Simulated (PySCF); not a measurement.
Molecule: SMILES FC(F)(F)C(F)(F)C(F)(F)F (C3F8), singlet. Atoms near the plane z = 0.6 Å, at the CAM-B3LYP/def2-SVP optimised geometry (x, y, z in Å): C2 (0.6, 0.4, 0.0), F3 (0.2, 1.6, 0.0), F4 (1.9, 0.4, 0.0), C5 (0.1, -0.4, 1.3), F7 (0.6, -1.6, 1.2), C8 (-1.4, -0.5, 1.4), F9 (-1.9, -1.1, 0.4), F11 (-2.0, 0.7, 1.4).

Calculation: CAM-B3LYP/def2-TZVP (PySCF). Cells within 0.4 Å of a nucleus heavier than hydrogen are left out (blank, or x). The values are rescaled to run from 0 to 1.

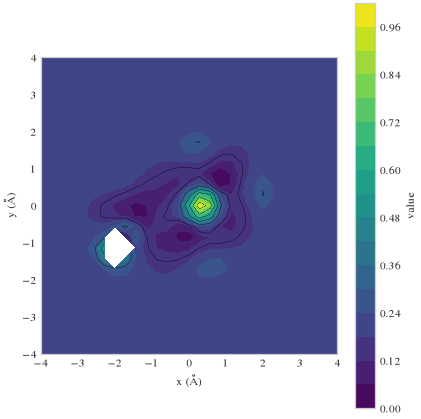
Fig. 1. a field on the plane z = 0.6 Å.

Which quantity is mapped?
A. deformation density (molecule minus spherical neutral atoms)
B. Laplacian of the electron density
C. electrostatic potential
D. electron localisation function

A, deformation density (molecule minus spherical neutral atoms). In full: deformation density (molecule minus spherical neutral atoms) (e/bohr³).
